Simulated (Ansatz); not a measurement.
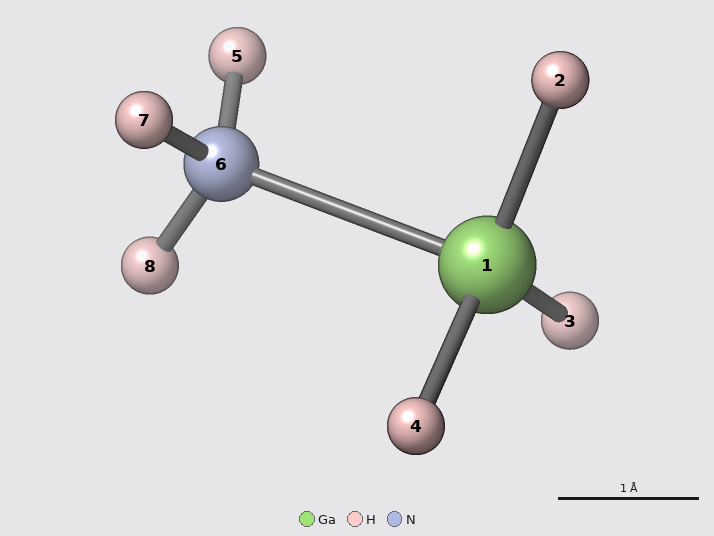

Orthographic view. Atoms fade into the background with distance from the viewer. Computed geometry: PBE0-D4/def2-TZVP optimisation.

List the bonded neighbours of every atom.

Ga1: H2, H3, H4, N6
H2: Ga1
H3: Ga1
H4: Ga1
H5: N6
N6: Ga1, H5, H7, H8
H7: N6
H8: N6
